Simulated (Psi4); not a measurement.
# Si2H2OF2 (SMILES F[Si]1(F)O[SiH2]1) at M06-2X/def2-SVP

What is the vertical ionisation energy of Si2H2OF2 at M06-2X/def2-SVP? 

The calculation is run with Psi4 1.11.

1 further run of the same task is left out (set aside as unsound or not needed). Runs told in other sessions of the task aren't counted.

### Step 1. Starting point

The species is Si2H2OF2 (7 atoms), meant as a singlet with charge 0. SMILES: `F[Si]1(F)O[SiH2]1`. The coordinates come from a PBE0-D4/def2-TZVP relaxation.

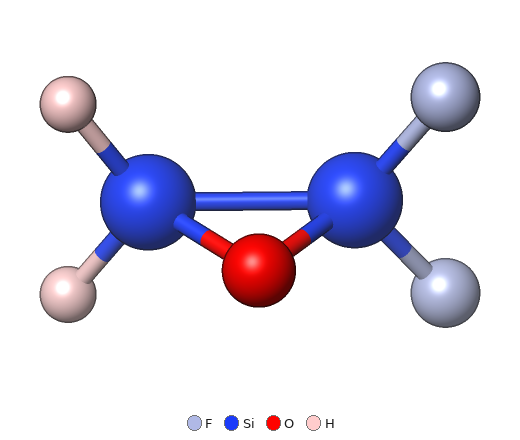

Viewed from a chosen angle; fluorine light blue, silicon blue, oxygen red, hydrogen pink.

### Step 2. Energy and gradient at M06-2X/def2-SVP

The input, run.py:

```python
import psi4

psi4.set_memory(2200000000)
psi4.set_num_threads(1)
psi4.core.set_output_file('f2h2osi2.out', False)

m = psi4.geometry("""
F      0.424200    -1.612100     1.693800
Si     0.037900    -1.026000     0.280100
F     -0.194200    -2.288000    -0.639100
O      1.103500     0.077900    -0.322100
Si    -0.304800     1.058600    -0.232800
H     -0.202300     2.188800     0.720000
H     -0.802800     1.532800    -1.545500
units angstrom
symmetry c1
""")

options = {'basis': 'def2-SVP', 'puream': True, 'e_convergence': 1e-09, 'd_convergence': 1e-08, 'scf_type': 'pk', 'dft_radial_points': 99, 'dft_spherical_points': 590}
psi4.set_options(options)

e_tot, wfn = psi4.gradient("m06-2x", molecule=m, return_wfn=True)
psi4.oeprop(wfn, "MAYER_INDICES", "QUADRUPOLE", "WIBERG_LOWDIN_INDICES", title="M06-2X")
print('gradient / Eh bohr^-1')
print(e_tot.np.round(6))
print(f'energy = {wfn.energy():.10f} Eh')
```

Run with:

```
$ python run.py
```

f2h2osi2.out:

```text
[...]
  Running in c1 symmetry.
[...]
  Nuclear repulsion =  309.676526440965517
[...]
  Multiplicity = 1
[...]
  Nalpha       = 28
  Nbeta        = 28
[...]
    Number of basis functions: 88
[...]
   @RKS iter   1:  -854.54696404622393   -3.29721e-01   7.38838e-03 ADIIS/DIIS
[...]
   @RKS iter  11:  -854.70742635365116   -1.40972e-11   7.27089e-09 DIIS
[...]
  @RKS Final Energy:  -854.70742635365116
   => Energetics <=
    Nuclear Repulsion Energy =            309.6765264409655174
    One-Electron Energy =               -1801.9552313917008632
    Two-Electron Energy =                 671.9728105682536352
    DFT Exchange-Correlation Energy =     -34.4015319711694048
    Empirical Dispersion Energy =           0.0000000000000000
    VV10 Nonlocal Energy =                  0.0000000000000000
    Total Energy =                       -854.7074263536511580
[...]
  -Total Gradient:
     Atom            X                  Y                   Z
    ------   -----------------  -----------------  -----------------
       1       -0.003798462551     0.006731792081    -0.016070971807
       2        0.005244926470    -0.011687158583     0.002026137263
       3        0.003143496657     0.014288499495     0.010120962477
       4       -0.012040548644    -0.001066850423     0.003501931759
       5        0.006924375990    -0.009711924205     0.001019473270
       6        0.000357057192     0.000835151957     0.000182416675
       7        0.000104664133     0.000589737461    -0.000756822698
[...]
 Multipole Moments:
 ------------------------------------------------------------------------------------
     Multipole            Electronic (a.u.)      Nuclear  (a.u.)        Total (a.u.)
 ------------------------------------------------------------------------------------
 L = 1.  Multiply by 2.5417464519 to convert [e a0] to [Debye]
 Dipole X            :          0.5198867           -1.1641693           -0.6442826
 Dipole Y            :         -6.4607400            7.1914608            0.7307208
 Dipole Z            :          1.7335770           -1.7743852           -0.0408082
 Magnitude           :                                                    0.9750478
 L = 2.  Multiply by 1.3450342976 to convert [e a0^2] to [Debye ang]
 Quadrupole XX       :        -77.2000535           46.5552146          -30.6448389
 Quadrupole XY       :         16.1496001          -17.5478090           -1.3982089
[...]
```

On the terminal:

```text
gradient / Eh bohr^-1
[[-0.003798  0.006732 -0.016071]
 [ 0.005245 -0.011687  0.002026]
 [ 0.003143  0.014288  0.010121]
 [-0.012041 -0.001067  0.003502]
 [ 0.006924 -0.009712  0.001019]
 [ 0.000357  0.000835  0.000182]
 [ 0.000105  0.00059  -0.000757]]
energy = -854.7074263537 Eh
```

Wall time 28 s (1 thread of Intel Xeon Platinum 8488C (Sapphire Rapids), shared host); peak memory 1.3 GiB.

### Step 3. The doublet cation, same level

The input, job.in:

```
memory 2.2 GB

molecule {
  1 2
  F
  Si 1 r2
  F 2 r3 1 a3
  O 2 r4 1 a4 3 d4
  Si 4 r5 2 a5 1 d5
  H 5 r6 4 a6 2 d6
  H 5 r7 6 a7 4 d7

  r2 = 1.578382
  r3 = 1.578431
  a3 = 105.11103
  r4 = 1.648255
  a4 = 114.68963
  d4 = -126.89972
  r5 = 1.718446
  a5 = 80.41017
  d5 = -119.08744
  r6 = 1.481785
  a6 = 114.33099
  d6 = 115.67457
  r7 = 1.481908
  a7 = 110.41187
  d7 = -130.59481
  symmetry c1
}

set {
  basis def2-SVP
  reference uks
  puream true
  e_convergence 1e-09
  d_convergence 1e-08
  scf_type pk
  dft_radial_points 99
  dft_spherical_points 590
  maxiter 100
}

gradient('m06-2x')
```

Run with:

```
$ psi4 job.in job.out -n 1
```

job.out, shortened:

```text
[...]
  Running in c1 symmetry.
[...]
  Nuclear repulsion =  309.676461666969658
[...]
  Multiplicity = 2
[...]
  Nalpha       = 28
  Nbeta        = 27
[...]
    Number of basis functions: 88
[...]
   @UKS iter   1:  -854.19338310681576    2.38582e-02   6.69792e-03 DIIS/ADIIS
[...]
   @UKS iter  13:  -854.33726144777927   -1.56888e-11   9.13270e-09 DIIS
[...]
   @S^2 Observed:                7.531442629E-01
[...]
  @UKS Final Energy:  -854.33726144777927
   => Energetics <=
    Nuclear Repulsion Energy =            309.6764616669696579
    One-Electron Energy =               -1788.0975290218580085
    Two-Electron Energy =                 658.3105215718175032
    DFT Exchange-Correlation Energy =     -34.2267156647084931
    Empirical Dispersion Energy =           0.0000000000000000
    VV10 Nonlocal Energy =                  0.0000000000000000
    Total Energy =                       -854.3372614477792695
  UHF NO Occupations:
  HONO-2 :   26  A 1.9998600
  HONO-1 :   27  A 1.9988284
[...]
 Multipole Moments:
 ------------------------------------------------------------------------------------
     Multipole            Electronic (a.u.)      Nuclear  (a.u.)        Total (a.u.)
 ------------------------------------------------------------------------------------
 L = 1.  Multiply by 2.5417464519 to convert [e a0] to [Debye]
 Dipole X            :          0.4992634            0.5836587            1.0829221
 Dipole Y            :         -4.1313057            5.9352328            1.8039272
 Dipole Z            :         -3.1633162            4.5445809            1.3812648
 Magnitude           :                                                    2.5168961
[...]
  -Total Gradient:
     Atom            X                  Y                   Z
    ------   -----------------  -----------------  -----------------
       1       -0.010363650793    -0.011018079595    -0.007566195049
       2        0.039709045775     0.083020660762     0.063532937560
       3       -0.010361489163    -0.010219304369    -0.008656623606
       4       -0.031481856184    -0.006862158765    -0.005257549524
       5        0.024824334841    -0.072643979401    -0.055669371227
       6       -0.006122495225     0.006860335190     0.009491133712
       7       -0.006118500266     0.010948898914     0.004191715136
[...]
```

Run time: 44 s. Hardware: 1 thread of Intel Xeon Platinum 8488C (Sapphire Rapids), shared host; peak memory 1.3 GiB.

### Step 4. Summary of results

Level: M06-2X/def2-SVP.

```
                                          quantity          value
                    singlet Si2H2OF2: total energy  -854.70743 Eh
                   singlet Si2H2OF2: dipole moment         2.48 D
                     singlet Si2H2OF2: HOMO energy       -8.73 eV
                     singlet Si2H2OF2: LUMO energy       -0.39 eV
                   singlet Si2H2OF2: HOMO–LUMO gap        8.34 eV
        singlet Si2H2OF2: largest force on an atom     0.917 eV/Å
                      doublet cation: total energy  -854.33726 Eh
doublet cation: HOMO energy (highest over α and β)      -16.73 eV
 doublet cation: LUMO energy (lowest over α and β)      -11.32 eV
                              doublet cation: ⟨S²⟩          0.753
          doublet cation: largest force on an atom     5.750 eV/Å
vertical ionisation energy (to the doublet cation)      10.073 eV
```

Removing an electron at fixed nuclei costs 10.07 eV (232 kcal/mol). The largest force (singlet Si2H2OF2) is 0.92 eV/Å: the shape isn't a stationary point for this species at this level. −ε(HOMO) before ionisation, 8.73 eV, is 1.34 eV below this ionisation energy.
